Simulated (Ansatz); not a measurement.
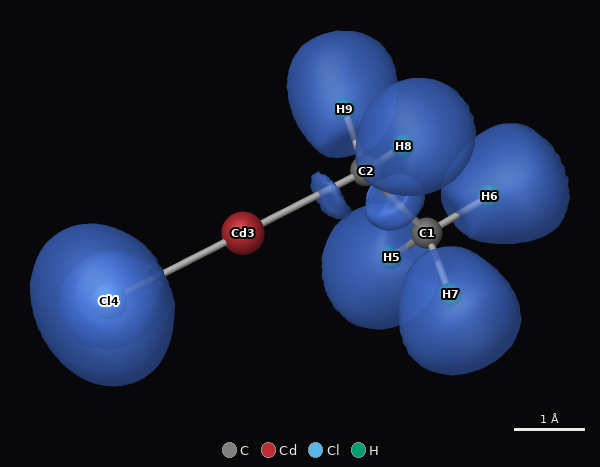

Figure. C₂H₅CdCl (SMILES C[CH2][Cd][Cl]). Isosurface of the ELF at 0.8 (blue), seen at a tilt. Only the valence region is drawn (cores and ρ < 0.01 e/Å³ removed).

Geometry: PBE0-D4/def2-TZVP; core potentials replace the inner electrons of Cd.

Theory: RKS PBE0-D4/def2-TZVPP in Ansatz.

Input file:

```
crystal:
  periodic: [false, false, false]
  atoms:
    - {symbol: C, position_ang: [-0.677986, 0.960896, 0.314563]}
    - {symbol: C, position_ang: [0.335920, -0.142436, 0.583068]}
    - {symbol: Cd, position_ang: [0.761317, -1.377831, -1.075945]}
    - {symbol: Cl, position_ang: [1.224928, -2.723487, -2.879832]}
    - {symbol: H, position_ang: [-1.646972, 0.563754, 0.003813]}
    - {symbol: H, position_ang: [-0.850473, 1.559783, 1.215657]}
    - {symbol: H, position_ang: [-0.343392, 1.647102, -0.466710]}
    - {symbol: H, position_ang: [1.292443, 0.272996, 0.908928]}
    - {symbol: H, position_ang: [-0.007386, -0.806978, 1.379458]}
basis:
  gaussian: {orbitals: def2-TZVPP}
hamiltonian: {xc: pbe0, dispersion: d4}
output: {orbitals: {seedname: orbitals}}
```

Run with:

```sh
ansatz run in.yaml --threads 4 --pin off --events-out ev --progress --plain --max-ram 10444MiB
```

**Describe the localisation domains.**

The ELF exceeds this value in one region between bonded C–C atoms (shared pairs), five regions around hydrogen nuclei, one lobe of the valence shell of C pointing towards Cd (polar bonds) and one region wrapped around Cl (its valence shell). Along the contacts the grid gives the following. C–C (1.52 Å): the ELF peaks at about 0.95 between the atoms: a shared electron pair. C–Cd (2.11 Å): the ELF peaks at about 0.85 in the valence shell of C, 0.7 Å from its nucleus, and is about 0.35 at the midpoint.
